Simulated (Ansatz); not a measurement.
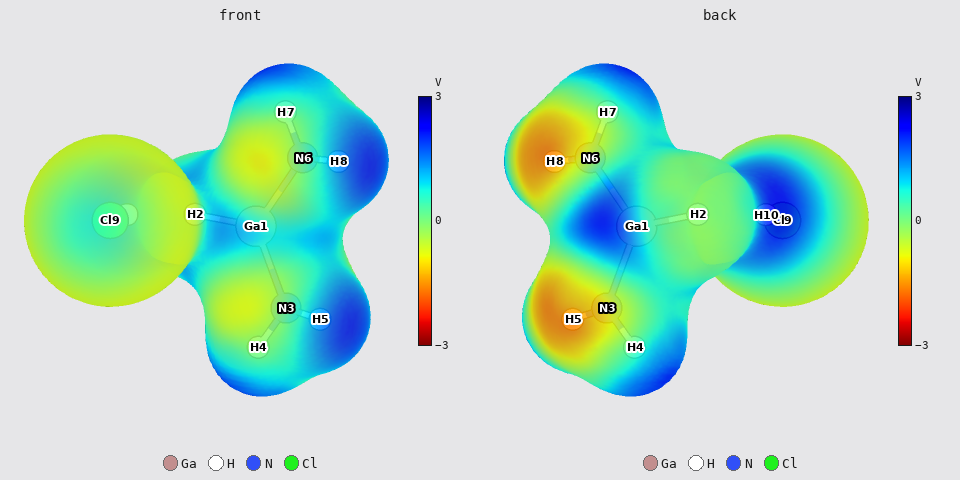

Figure 1: GaH5N2···HCl. The molecular electrostatic potential painted on the density surface at 0.004 e/bohr³, seen from the front and from behind; red is negative and blue positive.

These are results of Ansatz 0.2.0, RKS r2SCAN-D4/def2-SVP, not measurements.

```xyz
10

Ga    0.0046   -0.1868   -0.1470
H     0.0102   -0.4527    1.3918
N     1.5634   -0.1705   -1.0726
H     2.4559   -0.0927   -0.5980
H     1.6355    0.1552   -2.0306
N    -1.5702   -0.0991   -1.0379
H    -2.4554   -0.0196   -0.5509
H    -1.6570    0.2051   -2.0016
Cl    0.1084    2.6634    1.8179
H     0.0650    1.3903    2.0579
```

Which sites attract a positive test charge, and which a negative one?

Answer. A positive charge is drawn to the negative regions and a negative charge to the positive ones. The most negative region (about −1.6 V) lies over N3 and N6, the most positive (about +2.2 V) over Ga1 and H10. Cl9 shows a σ-hole: about +0.5 V at the tip opposite its bond, against about −0.6 V on its flanks.
